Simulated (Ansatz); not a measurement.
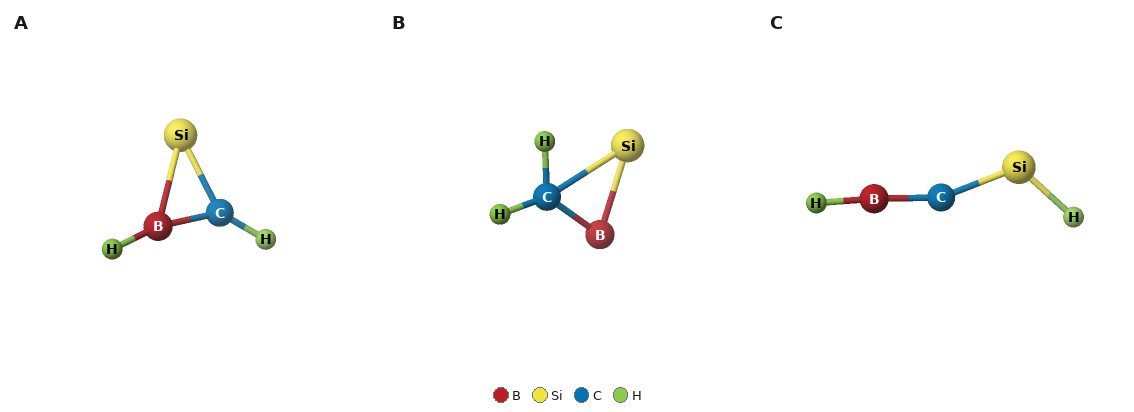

3 stationary structures of one formula. Charge 0, doublet. Geometries: PBE0-D4/def2-TZVP. Electronic energies: UHF-CCSD(T) (frozen core)/def2-TZVPP (Ansatz 0.2.0), without zero-point energy. No frequency run is at hand to confirm each as a minimum.

### Rank them by energy, lowest first.

A is lowest (Cs); C lies 28.1 kcal/mol above it, B lies 43.7 kcal/mol above it (Cs).
